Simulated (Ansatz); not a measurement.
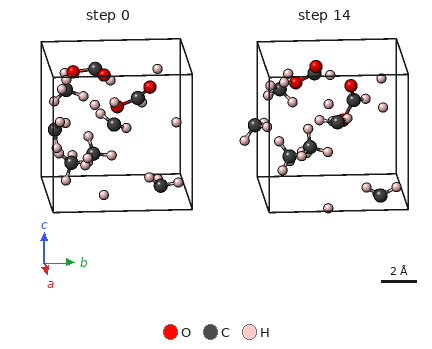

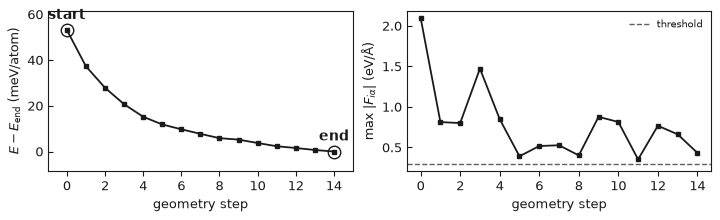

First and last geometry of a relaxation of an amorphous cell of composition H₇C₂O, with the history of the run. The picture is a ball-and-stick view of the cell of the calculation, seen from a free direction.

The cell holds 2 HCOOH + 6 CH4. The run prepares the start of a later molecular dynamics calculation, from a guessed geometry.

All numbers below come from DFT r2SCAN-D3(BJ), scalar-relativistic, plane waves, PAW (Ansatz 0.2.0).

Input file:
```yaml
crystal:
  lattice:
    - [8.215003, 0.0, 0.0]
    - [0.0, 8.215003, 0.0]
    - [0.0, 0.0, 8.215003]
  atoms:
    - { symbol: O, position: [0.7095456, 0.1683756, 0.9611702] }
    - { symbol: C, position: [0.7550758, 0.3232815, 0.9920934] }
    - { symbol: O, position: [0.8928434, 0.3750638, 0.9811226] }
    - { symbol: H, position: [0.8089389, 0.110514, 0.9293806] }
    - { symbol: H, position: [0.6482544, 0.3944735, 1.028517] }
    - { symbol: O, position: [0.2731487, 0.5233632, 0.5804075] }
    - { symbol: C, position: [0.2326877, 0.6746623, 0.6303731] }
    - { symbol: O, position: [0.3081971, 0.754572, 0.7288334] }
    - { symbol: H, position: [0.3728303, 0.4947105, 0.6394003] }
    - { symbol: H, position: [0.1212807, 0.7136193, 0.5681104] }
    - { symbol: C, position: [0.6253932, 0.0442524, 0.5144188] }
    - { symbol: H, position: [0.5265233, 0.1302501, 0.5349943] }
    - { symbol: H, position: [0.725737, 0.071733, 0.5966997] }
    - { symbol: H, position: [0.6671634, 0.054107, 0.3889105] }
    - { symbol: H, position: [0.582149, -0.0790807, 0.5370708] }
    - { symbol: C, position: [0.742533, 0.7947955, 0.1128064] }
    - { symbol: H, position: [0.7744124, 0.7691643, -0.0133719] }
    - { symbol: H, position: [0.8027328, 0.7072981, 0.1922696] }
    - { symbol: H, position: [0.6111138, 0.7852268, 0.1280264] }
    - { symbol: H, position: [0.781873, 0.9174929, 0.1443015] }
    - { symbol: C, position: [0.9906884, 0.4380976, 0.6393709] }
    - { symbol: H, position: [1.0774671, 0.4918304, 0.7240849] }
    - { symbol: H, position: [0.9177556, 0.3470987, 0.7025707] }
    - { symbol: H, position: [1.0562685, 0.3805842, 0.5394425] }
    - { symbol: H, position: [0.9112625, 0.532877, 0.5913855] }
    - { symbol: C, position: [0.1525311, 0.2036341, 0.1403524] }
    - { symbol: H, position: [0.1981143, 0.1116961, 0.2243988] }
    - { symbol: H, position: [0.0228903, 0.2223018, 0.1613048] }
    - { symbol: H, position: [0.1717394, 0.1628949, 0.0155904] }
    - { symbol: H, position: [0.2173805, 0.3176437, 0.1601158] }
    - { symbol: C, position: [0.8052474, 0.304602, 0.3774661] }
    - { symbol: H, position: [0.811771, 0.4363944, 0.3639605] }
    - { symbol: H, position: [0.7437636, 0.2747961, 0.4911568] }
    - { symbol: H, position: [0.9279268, 0.2541878, 0.3790091] }
    - { symbol: H, position: [0.7375282, 0.2530295, 0.275738] }
    - { symbol: C, position: [0.2616888, 0.1564956, 0.7092004] }
    - { symbol: H, position: [0.3823833, 0.1166024, 0.7470896] }
    - { symbol: H, position: [0.2688918, 0.2800968, 0.6616075] }
    - { symbol: H, position: [0.17956, 0.1539273, 0.8133277] }
    - { symbol: H, position: [0.2159201, 0.075356, 0.6147769] }
basis:
  ecutwfc: 500.0
kpoints:
  mp_grid: { grid: [1, 1, 1] }
hamiltonian:
  xc: r2scan
  dispersion: d3bj
scf:
  occupations: { method: fermi_dirac, width: 0.02 }
  lower_state_search: "off"
relax:
  f_tol: 0.3
  max_steps: 15
  adjacent_minimum: "off"
```

Launched with:
```bash
ansatz run input.yaml --threads 1 --pin off --max-ram 3072MiB --backend cpu --events-out ev --progress --plain --runs-dir out
```

Q: What do the curves and the structures tell?

A: The relaxation stopped without meeting its thresholds, so the last structure isn't shown to be converged. It used up its limit of 15 steps. The atom that moves furthest is H14 (1.78 Å roughly along [0 −3 1]). Largest moves by element: H 1.78 Å, O 1.49 Å, C 1.19 Å. The cell doesn't change. Among the contacts that change: C2–O3 1.212 → 1.201 Å, O1–H4 0.980 → 0.973 Å, O1–C2 1.350 → 1.344 Å, C7–O8 1.212 → 1.207 Å. Bond angles that change, for instance: C7–O6–H9 106.0° → 108.2°. The energy falls by 53.2 meV per atom in 14 geometry steps. The largest force component goes from 2.1 to 0.43 eV/Å. Cost: 6.1 min on 1 thread of AMD EPYC 9R14 (Zen 4), with other jobs on the host, peak memory 1.5 GiB.

Limits of the set-up: the periodic images lie only 8.2 Å apart, so the values are limited by the cell's size.
